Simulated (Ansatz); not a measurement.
# GeNH3 (triplet): wB97M-V, B2PLYP, RPA-PBE over vertical spin and charge gaps and displaced geometries, cc-pVDZ, part 2 of 2

Ansatz 0.2.0, Gaussian basis; cc-pVDZ, all electrons in the functionals, frozen cores in the correlation of double hybrids and RPA. Earlier steps stand in the parts before.

## (13) B2PLYP, charge 1, quartet

Contents of in.yaml:

```yaml
crystal:
  periodic: [false, false, false]
  atoms:
    - {symbol: Ge, position_ang: [0.000000, 0.044402, 0.330415]}
    - {symbol: N, position_ang: [0.000000, -0.159538, -1.505832]}
    - {symbol: H, position_ang: [0.000001, -1.318371, 1.090661]}
    - {symbol: H, position_ang: [0.825986, 0.167726, -1.988690]}
    - {symbol: H, position_ang: [-0.825986, 0.167724, -1.988690]}
basis:
  gaussian: {orbitals: cc-pVDZ}
total_charge: 1
magnetization: {spin_polarized: true, initial_magnetization: 3}
hamiltonian: {xc: {name: B2PLYP}}
correlation: {electrons: outside_noble_gas}
```

Launch:

```bash
ansatz run in.yaml --threads 1 --pin off --events-out ev --progress --plain --max-ram 2393MiB
```

Output (excerpt; [...] marks lines left out):

```text
Functional definition: B2PLYP
  name "B2PLYP"
  cite "Grimme, J. Chem. Phys. 124, 034108 (2006) doi:10.1063/1.2148954"
  cite "Becke, Phys. Rev. A 38, 3098 (1988) doi:10.1103/PhysRevA.38.3098"
  cite "Lee, Yang & Parr, Phys. Rev. B 37, 785 (1988) doi:10.1103/PhysRevB.37.785"
[...]
595 factors; integrals over basis functions are off by at most 1.2e-3 eV
[...]
mean field -58029.16724334 eV, -2132.5325626104 hartree, gradient 3.5e-6 eV, S^2 3.758183; 1 other end points of the search recorded, 0 dependent functions left out
15 core orbitals not correlated: weight in the atoms' cores, before any rotation towards them, 0.993 or more for the frozen orbitals, at most 0.006 for the correlated occupied ones
reference -58029.16736510 eV, -2132.5325670851 hartree; 7, 4 occupied and 34, 37 virtual orbitals, 595 factors
second order -6.29489499 eV of doubles, -0.00000000 eV of singles
Total energy: -58030.86698675 eV, -2132.5950270285 hartree
```

It took 3.9 s on 1 thread of Arm Neoverse V1, shared host.

From the report: ⟨S²⟩ of the determinant 3.758 (pure quartet: 3.75).

From charge 0, triplet: +236.8 kcal/mol.

## (14) B2PLYP, displaced geometry v1

Contents of in.yaml:

```yaml
crystal:
  periodic: [false, false, false]
  atoms:
    - {symbol: Ge, position_ang: [0.001328, 0.046698, 0.333879]}
    - {symbol: N, position_ang: [0.000495, -0.173385, -1.513521]}
    - {symbol: H, position_ang: [0.048459, -1.272908, 1.040359]}
    - {symbol: H, position_ang: [0.771668, 0.150374, -2.009190]}
    - {symbol: H, position_ang: [-0.922689, 0.166554, -2.060679]}
basis:
  gaussian: {orbitals: cc-pVDZ}
magnetization: {spin_polarized: true, initial_magnetization: 2}
hamiltonian: {xc: {name: B2PLYP}}
correlation: {electrons: outside_noble_gas}
```

Same command.

Output (excerpt; [...] marks lines left out):

```text
Functional definition: B2PLYP
  name "B2PLYP"
  cite "Grimme, J. Chem. Phys. 124, 034108 (2006) doi:10.1063/1.2148954"
  cite "Becke, Phys. Rev. A 38, 3098 (1988) doi:10.1103/PhysRevA.38.3098"
  cite "Lee, Yang & Parr, Phys. Rev. B 37, 785 (1988) doi:10.1103/PhysRevB.37.785"
[...]
594 factors; integrals over basis functions are off by at most 1.1e-3 eV
[...]
mean field -58038.61290370 eV, -2132.8796842263 hartree, gradient 8.0e-6 eV, S^2 2.009443; 0 other end points of the search recorded, 0 dependent functions left out
15 core orbitals not correlated: weight in the atoms' cores, before any rotation towards them, 0.997 or more for the frozen orbitals, at most 0.002 for the correlated occupied ones
reference -58038.61302998 eV, -2132.8796888670 hartree; 7, 5 occupied and 34, 36 virtual orbitals, 594 factors
second order -8.29397152 eV of doubles, -0.00000000 eV of singles
Total energy: -58040.85240229 eV, -2132.9619842816 hartree
```

Run time: 2.3 s. Hardware: 1 thread of Arm Neoverse V1, shared host.

From the report: ⟨S²⟩ of the determinant 2.009 (pure triplet: 2.00).

From charge 0, triplet: +6.5 kcal/mol.

## (15) B2PLYP, displaced geometry v2

Contents of in.yaml:

```yaml
crystal:
  periodic: [false, false, false]
  atoms:
    - {symbol: Ge, position_ang: [0.028020, 0.045362, 0.329236]}
    - {symbol: N, position_ang: [-0.136854, -0.150204, -1.495417]}
    - {symbol: H, position_ang: [-0.060234, -1.341461, 1.092896]}
    - {symbol: H, position_ang: [0.848861, 0.089366, -1.968241]}
    - {symbol: H, position_ang: [-0.906170, 0.070233, -2.071124]}
basis:
  gaussian: {orbitals: cc-pVDZ}
magnetization: {spin_polarized: true, initial_magnetization: 2}
hamiltonian: {xc: {name: B2PLYP}}
correlation: {electrons: outside_noble_gas}
```

Launched as before.

Output (excerpt; [...] marks lines left out):

```text
Functional definition: B2PLYP
  name "B2PLYP"
  cite "Grimme, J. Chem. Phys. 124, 034108 (2006) doi:10.1063/1.2148954"
  cite "Becke, Phys. Rev. A 38, 3098 (1988) doi:10.1103/PhysRevA.38.3098"
  cite "Lee, Yang & Parr, Phys. Rev. B 37, 785 (1988) doi:10.1103/PhysRevB.37.785"
[...]
595 factors; integrals over basis functions are off by at most 1.2e-3 eV
[...]
mean field -58038.59100944 eV, -2132.8788796270 hartree, gradient 4.8e-6 eV, S^2 2.010468; 0 other end points of the search recorded, 0 dependent functions left out
15 core orbitals not correlated: weight in the atoms' cores, before any rotation towards them, 0.997 or more for the frozen orbitals, at most 0.002 for the correlated occupied ones
reference -58038.59113648 eV, -2132.8788842958 hartree; 7, 5 occupied and 34, 36 virtual orbitals, 595 factors
second order -8.33470354 eV of doubles, -0.00000000 eV of singles
Total energy: -58040.84150644 eV, -2132.9615838663 hartree
```

It took 2.4 s on 1 thread of Arm Neoverse V1, shared host.

From the report: ⟨S²⟩ of the determinant 2.010 (pure triplet: 2.00).

From charge 0, triplet: +6.8 kcal/mol.

## (16) RPA-PBE, charge 0, triplet

Contents of in.yaml:

```yaml
crystal:
  periodic: [false, false, false]
  atoms:
    - {symbol: Ge, position_ang: [0.000000, 0.044402, 0.330415]}
    - {symbol: N, position_ang: [0.000000, -0.159538, -1.505832]}
    - {symbol: H, position_ang: [0.000001, -1.318371, 1.090661]}
    - {symbol: H, position_ang: [0.825986, 0.167726, -1.988690]}
    - {symbol: H, position_ang: [-0.825986, 0.167724, -1.988690]}
basis:
  gaussian: {orbitals: cc-pVDZ}
magnetization: {spin_polarized: true, initial_magnetization: 2}
hamiltonian: {xc: {name: PBE}}
correlation: {method: rpa, electrons: outside_noble_gas}
```

The command is unchanged.

Output (excerpt; [...] marks lines left out):

```text
Functional definition: PBE
  name "PBE"
  cite "Perdew, Burke & Ernzerhof, Phys. Rev. Lett. 77, 3865 (1996) doi:10.1103/PhysRevLett.77.3865"
  parent pbe
[...]
595 factors; integrals over basis functions are off by at most 1.2e-3 eV
[...]
mean field -58043.69248645 eV, -2133.0663554493 hartree, gradient 5.5e-6 eV, S^2 2.002139; 2 other end points of the search recorded, 0 dependent functions left out
15 core orbitals not correlated: weight in the atoms' cores, before any rotation towards them, 0.994 or more for the frozen orbitals, at most 0.004 for the correlated occupied ones
reference -57999.48475124 eV, -2131.4417511453 hartree; 7, 5 occupied and 34, 36 virtual orbitals, 595 factors
Total energy: -58011.02688974 eV, -2131.8659169116 hartree
```

Run time: 3.2 s. Hardware: 1 thread of Arm Neoverse V1, shared host.

From the report: ⟨S²⟩ of the determinant 2.002 (pure triplet: 2.00).

## (17) RPA-PBE, charge 0, singlet

Edit in.yaml of step 16 so:

```diff
@@ -10,3 +10,3 @@
   gaussian: {orbitals: cc-pVDZ}
-magnetization: {spin_polarized: true, initial_magnetization: 2}
+magnetization: {spin_polarized: true, initial_magnetization: 0}
 hamiltonian: {xc: {name: PBE}}
```

Launched as before.

Output (excerpt; [...] marks lines left out):

```text
Functional definition: PBE
  name "PBE"
  cite "Perdew, Burke & Ernzerhof, Phys. Rev. Lett. 77, 3865 (1996) doi:10.1103/PhysRevLett.77.3865"
  parent pbe
[...]
595 factors; integrals over basis functions are off by at most 1.2e-3 eV
[...]
mean field -58044.08330717 eV, -2133.0807178459 hartree, gradient 4.2e-6 eV, S^2 0.263784; 12 other end points of the search recorded, 0 dependent functions left out
15 core orbitals not correlated: weight in the atoms' cores, before any rotation towards them, 0.996 or more for the frozen orbitals, at most 0.003 for the correlated occupied ones
reference -57999.78968227 eV, -2131.4529571539 hartree; 6, 6 occupied and 35, 35 virtual orbitals, 595 factors
Total energy: -58011.51125344 eV, -2131.8837169493 hartree
```

Run time: 11 s. Hardware: 1 thread of Arm Neoverse V1, shared host.

From the report: ⟨S²⟩ of the determinant 0.264 (pure singlet: 0.00).

From charge 0, triplet: -11.2 kcal/mol.

## (18) RPA-PBE, charge 0, quintet

Edit in.yaml of step 17 so:

```diff
@@ -10,3 +10,3 @@
   gaussian: {orbitals: cc-pVDZ}
-magnetization: {spin_polarized: true, initial_magnetization: 0}
+magnetization: {spin_polarized: true, initial_magnetization: 4}
 hamiltonian: {xc: {name: PBE}}
```

Same command.

Output (excerpt; [...] marks lines left out):

```text
Functional definition: PBE
  name "PBE"
  cite "Perdew, Burke & Ernzerhof, Phys. Rev. Lett. 77, 3865 (1996) doi:10.1103/PhysRevLett.77.3865"
  parent pbe
[...]
595 factors; integrals over basis functions are off by at most 1.2e-3 eV
[...]
mean field -58037.19892024 eV, -2132.8277212926 hartree, gradient 2.7e-6 eV, S^2 6.002385; 1 other end points of the search recorded, 0 dependent functions left out
15 core orbitals not correlated: weight in the atoms' cores, before any rotation towards them, 0.991 or more for the frozen orbitals, at most 0.008 for the correlated occupied ones
reference -57993.96685495 eV, -2131.2389721968 hartree; 8, 4 occupied and 33, 37 virtual orbitals, 595 factors
Total energy: -58004.55982185 eV, -2131.6282565501 hartree
```

Wall time 3.2 s (1 thread of Arm Neoverse V1, shared host).

From the report: ⟨S²⟩ of the determinant 6.002 (pure quintet: 6.00).

From charge 0, triplet: +149.1 kcal/mol.

## (19) RPA-PBE, charge 1, doublet

Edit in.yaml of step 18 so:

```diff
@@ -10,3 +10,4 @@
   gaussian: {orbitals: cc-pVDZ}
-magnetization: {spin_polarized: true, initial_magnetization: 4}
+total_charge: 1
+magnetization: {spin_polarized: true, initial_magnetization: 1}
 hamiltonian: {xc: {name: PBE}}
```

Same command.

Output (excerpt; [...] marks lines left out):

```text
Functional definition: PBE
  name "PBE"
  cite "Perdew, Burke & Ernzerhof, Phys. Rev. Lett. 77, 3865 (1996) doi:10.1103/PhysRevLett.77.3865"
  parent pbe
[...]
595 factors; integrals over basis functions are off by at most 1.2e-3 eV
[...]
mean field -58036.61361920 eV, -2132.8062118761 hartree, gradient 5.4e-6 eV, S^2 0.753695; 3 other end points of the search recorded, 0 dependent functions left out
15 core orbitals not correlated: weight in the atoms' cores, before any rotation towards them, 0.997 or more for the frozen orbitals, at most 0.003 for the correlated occupied ones
reference -57992.69266059 eV, -2131.1921464177 hartree; 6, 5 occupied and 35, 36 virtual orbitals, 595 factors
Total energy: -58003.99524882 eV, -2131.6075088741 hartree
```

It took 5.5 s on 1 thread of Arm Neoverse V1, shared host.

From the report: ⟨S²⟩ of the determinant 0.754 (pure doublet: 0.75).

From charge 0, triplet: +162.2 kcal/mol.

## (20) RPA-PBE, charge 1, quartet

Edit in.yaml of step 19 so:

```diff
@@ -11,3 +11,3 @@
 total_charge: 1
-magnetization: {spin_polarized: true, initial_magnetization: 1}
+magnetization: {spin_polarized: true, initial_magnetization: 3}
 hamiltonian: {xc: {name: PBE}}
```

Same command.

Output (excerpt; [...] marks lines left out):

```text
Functional definition: PBE
  name "PBE"
  cite "Perdew, Burke & Ernzerhof, Phys. Rev. Lett. 77, 3865 (1996) doi:10.1103/PhysRevLett.77.3865"
  parent pbe
[...]
595 factors; integrals over basis functions are off by at most 1.2e-3 eV
[...]
mean field -58033.15689192 eV, -2132.6791794915 hartree, gradient 7.7e-6 eV, S^2 3.753587; 1 other end points of the search recorded, 0 dependent functions left out
15 core orbitals not correlated: weight in the atoms' cores, before any rotation towards them, 0.989 or more for the frozen orbitals, at most 0.009 for the correlated occupied ones
reference -57990.95801744 eV, -2131.1283994579 hartree; 7, 4 occupied and 34, 37 virtual orbitals, 595 factors
Total energy: -58000.74858516 eV, -2131.4881961850 hartree
```

Wall time 3.4 s (1 thread of Arm Neoverse V1, shared host).

From the report: ⟨S²⟩ of the determinant 3.754 (pure quartet: 3.75).

From charge 0, triplet: +237.0 kcal/mol.

## (21) RPA-PBE, displaced geometry v1

Contents of in.yaml:

```yaml
crystal:
  periodic: [false, false, false]
  atoms:
    - {symbol: Ge, position_ang: [0.001328, 0.046698, 0.333879]}
    - {symbol: N, position_ang: [0.000495, -0.173385, -1.513521]}
    - {symbol: H, position_ang: [0.048459, -1.272908, 1.040359]}
    - {symbol: H, position_ang: [0.771668, 0.150374, -2.009190]}
    - {symbol: H, position_ang: [-0.922689, 0.166554, -2.060679]}
basis:
  gaussian: {orbitals: cc-pVDZ}
magnetization: {spin_polarized: true, initial_magnetization: 2}
hamiltonian: {xc: {name: PBE}}
correlation: {method: rpa, electrons: outside_noble_gas}
```

Same command.

Output (excerpt; [...] marks lines left out):

```text
Functional definition: PBE
  name "PBE"
  cite "Perdew, Burke & Ernzerhof, Phys. Rev. Lett. 77, 3865 (1996) doi:10.1103/PhysRevLett.77.3865"
  parent pbe
[...]
594 factors; integrals over basis functions are off by at most 1.1e-3 eV
[...]
mean field -58043.42792801 eV, -2133.0566331057 hartree, gradient 3.2e-6 eV, S^2 2.002127; 2 other end points of the search recorded, 0 dependent functions left out
15 core orbitals not correlated: weight in the atoms' cores, before any rotation towards them, 0.995 or more for the frozen orbitals, at most 0.004 for the correlated occupied ones
reference -57999.13591790 eV, -2131.4289317565 hartree; 7, 5 occupied and 34, 36 virtual orbitals, 594 factors
Total energy: -58010.76661319 eV, -2131.8563519247 hartree
```

Run time: 2.9 s. Hardware: 1 thread of Arm Neoverse V1, shared host.

From the report: ⟨S²⟩ of the determinant 2.002 (pure triplet: 2.00).

From charge 0, triplet: +6.0 kcal/mol.

## (22) RPA-PBE, displaced geometry v2

Contents of in.yaml:

```yaml
crystal:
  periodic: [false, false, false]
  atoms:
    - {symbol: Ge, position_ang: [0.028020, 0.045362, 0.329236]}
    - {symbol: N, position_ang: [-0.136854, -0.150204, -1.495417]}
    - {symbol: H, position_ang: [-0.060234, -1.341461, 1.092896]}
    - {symbol: H, position_ang: [0.848861, 0.089366, -1.968241]}
    - {symbol: H, position_ang: [-0.906170, 0.070233, -2.071124]}
basis:
  gaussian: {orbitals: cc-pVDZ}
magnetization: {spin_polarized: true, initial_magnetization: 2}
hamiltonian: {xc: {name: PBE}}
correlation: {method: rpa, electrons: outside_noble_gas}
```

Launched as before.

Output (excerpt; [...] marks lines left out):

```text
Functional definition: PBE
  name "PBE"
  cite "Perdew, Burke & Ernzerhof, Phys. Rev. Lett. 77, 3865 (1996) doi:10.1103/PhysRevLett.77.3865"
  parent pbe
[...]
595 factors; integrals over basis functions are off by at most 1.2e-3 eV
[...]
mean field -58043.43915050 eV, -2133.0570455246 hartree, gradient 9.9e-6 eV, S^2 2.002355; 2 other end points of the search recorded, 0 dependent functions left out
15 core orbitals not correlated: weight in the atoms' cores, before any rotation towards them, 0.994 or more for the frozen orbitals, at most 0.004 for the correlated occupied ones
reference -57999.08262799 eV, -2131.4269733886 hartree; 7, 5 occupied and 34, 36 virtual orbitals, 595 factors
Total energy: -58010.75745820 eV, -2131.8560154851 hartree
```

Wall time 2.7 s (1 thread of Arm Neoverse V1, shared host).

From the report: ⟨S²⟩ of the determinant 2.002 (pure triplet: 2.00).

From charge 0, triplet: +6.2 kcal/mol.

## (23) The comparison

The yardstick is UCCSDT(Q), where the cluster series has nearly closed. It comes from earlier runs at the same points. Energies in kcal/mol, counted from charge 0, triplet; blanks weren't run or aren't comparable.

| level | triplet to singlet | triplet to quintet | ionisation to the doublet cation | ionisation to the quartet cation | displacement v1 | displacement v2 |
| --- | --- | --- | --- | --- | --- | --- |
| UCCSDT(Q) | -11.2 | 148.1 | 161.7 | 231.3 | 6.5 | 6.8 |
| wB97M-V | -13.9 | 154.8 | 163.1 | 238.9 | 6.6 | 7.0 |
| B2PLYP | -11.5 | 151.3 | 161.7 | 236.8 | 6.5 | 6.8 |
| RPA-PBE | -11.2 | 149.1 | 162.2 | 237.0 | 6.0 | 6.2 |

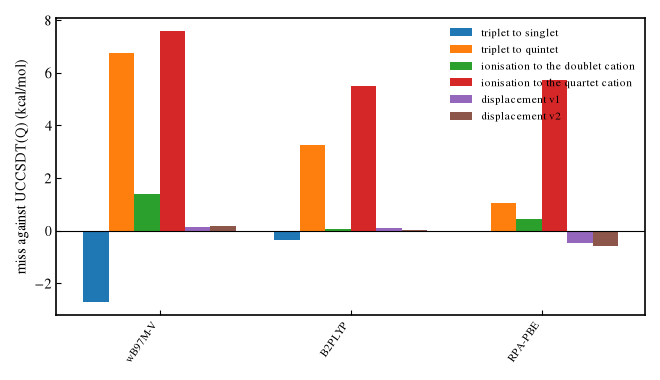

Misses of the gaps against UCCSDT(Q).

Largest miss and mean time a point (UCCSDT(Q) took 53 s a point; shared hosts):

| level | largest miss (kcal/mol) | where | time a point |
| --- | --- | --- | --- |
| wB97M-V | +7.6 | ionisation to the quartet cation | 12 s |
| B2PLYP | +5.5 | ionisation to the quartet cation | 3.3 s |
| RPA-PBE | +5.7 | ionisation to the quartet cation | 4.5 s |

## (24) Outcome

The summary covers parts 1 to 2.

```
                                   quantity                                             value
              triplet to singlet, UCCSDT(Q)                                    -11.2 kcal/mol
              triplet to quintet, UCCSDT(Q)                                    148.1 kcal/mol
ionisation to the doublet cation, UCCSDT(Q)                                    161.7 kcal/mol
ionisation to the quartet cation, UCCSDT(Q)                                    231.3 kcal/mol
                 displacement v1, UCCSDT(Q)                                      6.5 kcal/mol
                 displacement v2, UCCSDT(Q)                                      6.8 kcal/mol
                      largest miss, wB97M-V  +7.6 kcal/mol (ionisation to the quartet cation)
                       largest miss, B2PLYP  +5.5 kcal/mol (ionisation to the quartet cation)
                      largest miss, RPA-PBE  +5.7 kcal/mol (ionisation to the quartet cation)
```

What this shows: Of the functionals, B2PLYP keep the smallest largest miss at the points compared (at most 5.5 kcal/mol) and wB97M-V strays most (7.6 kcal/mol, at ionisation to the quartet cation). Functionals and the yardstick converge differently with the basis, so part of each miss in cc-pVDZ is the basis.
